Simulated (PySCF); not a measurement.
# CCSD(T)/STO-3G run of [AlH4]− (SMILES [H][Al-]([H])([H])[H])

What is the vertical singlet–triplet gap of [AlH4]− at CCSD(T)/STO-3G? The job is set up through a Python script.

Program for the calculation: PySCF 2.14.0.

12 further runs of the same task are left out: 1 that didn't finish, 11 set aside as unsound or not needed.

## Step 1: The molecule

[AlH4]− has 5 atoms, charge -1, and is taken as a singlet. SMILES: `[H][Al-]([H])([H])[H]`. Geometry: a GFN2-xTB relaxation, a rough one for these elements and not checked as a minimum.

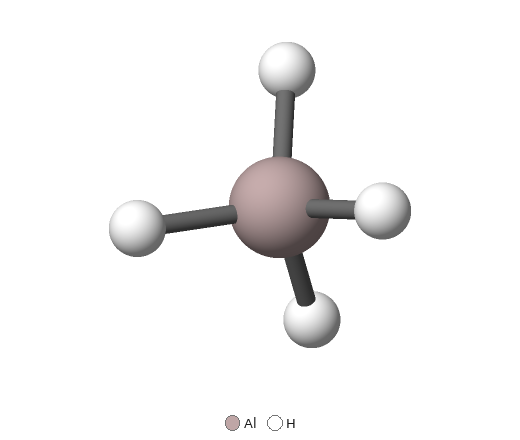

Viewed from a chosen angle; aluminium light grey, hydrogen white.

## Step 2: A single-point energy at CCSD(T)/STO-3G

The input, job.py:

```python
from pyscf import gto, cc

mol = gto.Mole()
mol.atom = [
    ('Al', (-0.001450, -0.001080, -0.000010)),
    ('H', (0.012860, -0.019320, 1.627070)),
    ('H', (1.530040, 0.013000, -0.552880)),
    ('H', (-0.773910, 1.334120, -0.520140)),
    ('H', (-0.767540, -1.326720, -0.554050)),
]
mol.verbose = 3
mol.spin = 0
mol.charge = -1
mol.max_memory = 1860
mol.basis = 'sto-3g'
mol.build()

hf = mol.RHF()
hf.conv_tol = 1e-10
hf.kernel()
if not hf.converged:
    hf = hf.newton().run(hf.mo_coeff, hf.mo_occ)

mycc = cc.CCSD(hf, frozen=5)
mycc.kernel()
e_t = mycc.ccsd_t()
etot = mycc.e_tot + e_t
print('Final energy', etot)
```

Started as:

```bash
$ OMP_NUM_THREADS=1 python job.py
```

What it wrote:

```text
converged SCF energy = -241.147083913202
E(CCSD) = -241.206932805971  E_corr = -0.05984889276914665
CCSD(T) correction = -0.000315260222266186
Final energy -241.20724806619327
```

Wall time 0.64 s (1 thread of Arm Neoverse V2, shared host); peak memory 0.12 GiB.

## Step 3: The triplet, same level

The input, input.py:

```python
from pyscf import gto, scf, cc

mol = gto.M(
    atom='''
Al  -0.001450  -0.001080  -0.000010
H    0.012860  -0.019320   1.627070
H    1.530040   0.013000  -0.552880
H   -0.773910   1.334120  -0.520140
H   -0.767540  -1.326720  -0.554050
''',
    verbose=3,
    basis='sto-3g',
    spin=2,
    charge=-1,
    max_memory=1860,
)

mf = scf.UHF(mol)
mf.conv_tol = 1e-10
mf.kernel()
if not mf.converged:
    mf = mf.newton().run(mf.mo_coeff, mf.mo_occ)

mycc = cc.CCSD(mf, frozen=5)
mycc.kernel()
e_t = mycc.ccsd_t()
e_final = mycc.e_tot + e_t
print('E(%s) = %.9f' % ('CCSD(T)', e_final))
```

Started as:

```bash
$ OMP_NUM_THREADS=1 python input.py
```

What it wrote:

```text
WARN: HOMO 0.348986694723853 >= LUMO -0.293478817212461

WARN: HOMO 0.462655007773266 >= LUMO 0.291307613807121

WARN: HOMO 0.43723794819361 >= LUMO 0.344439126230334

WARN: HOMO 0.420684347403264 >= LUMO 0.367704531112609

WARN: HOMO 0.401121710715772 >= LUMO 0.394964174981465

converged SCF energy = -240.713424221361  <S^2> = 2.0009276  2S+1 = 3.0006184
E(UCCSD) = -240.762867254113  E_corr = -0.04944303275187726
UCCSD(T) correction = -0.000729374432540796
E(CCSD(T)) = -240.763596629
```

Wall time 0.72 s (1 thread of Arm Neoverse V2, shared host); peak memory 0.1 GiB.

## Step 4: Outcome

At CCSD(T)/STO-3G, 5 core orbitals frozen:

| quantity | value |
| --- | --- |
| singlet: total energy | -241.20725 Eh |
| singlet: HOMO energy (Hartree–Fock orbitals) | -1.38 eV |
| singlet: LUMO energy (Hartree–Fock orbitals) | 22.03 eV |
| singlet: HOMO–LUMO gap (to an unbound level, set by the basis) | 23.41 eV |
| singlet: correlation energy (5 core orbitals frozen) | -60.2 mEh |
| singlet: (T) correction | -0.32 mEh |
| singlet: T1 diagnostic | 0.009 |
| triplet: total energy | -240.76360 Eh |
| triplet: HOMO energy (Hartree–Fock orbitals) (highest over α and β) | 10.60 eV |
| triplet: LUMO energy (Hartree–Fock orbitals) (lowest over α and β) | 11.13 eV |
| triplet: correlation energy (5 core orbitals frozen) | -50.2 mEh |
| triplet: (T) correction | -0.73 mEh |
| triplet: ⟨S²⟩ of the reference determinant | 2.001 |
| triplet: T1 diagnostic | 0.040 |
| vertical energy of the triplet above the singlet | 12.072 eV |

At this shape the triplet lies 12.07 eV (1165 kJ/mol) above the singlet. For an anion a state so high probably lies above electron detachment. In a minimal basis such a difference can be off by several eV, whatever the method. Mulliken charges (singlet) of the mean-field density run from -0.42 on H3 to +0.68 on Al1; they depend strongly on the basis. The triples (singlet) make up 0.5 % of the correlation energy. Mulliken charges (triplet) of the mean-field density run from -0.45 on H5 to +0.36 on Al1; they depend strongly on the basis. The triples (triplet) make up 1.5 % of the correlation energy.
